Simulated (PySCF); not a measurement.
Vertical excitations of a molecule C5H9N from TDA-B3LYP/def2-SVPD in PySCF, as energy in eV (oscillator strength): 5.31 (0.032), 6.22 (0.125), 6.41 (0.017), 6.51 (0.078), 6.69 (0.022), 6.76 (0.122), 6.99 (0.041), 7.15 (0.021), 7.21 (0.003), 7.27 (0.015). Lowest triplet (TDA): 4.17 eV. Coordinates come from a B3LYP-D3(BJ)/def2-SVP optimisation. The values are those of a single conformer.

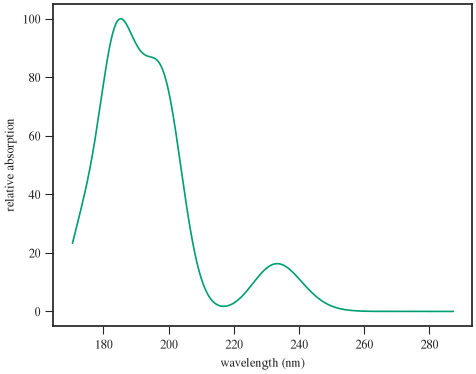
Figure. The lines broadened by 0.4 eV.

Q: Which molecule gave these data?
A. C=C=C(N)CC
B. C=CC(N)C=C
C. C=CC1(N)CC1
D. CC#C[C@@H](C)N

A: B, C=CC(N)C=C
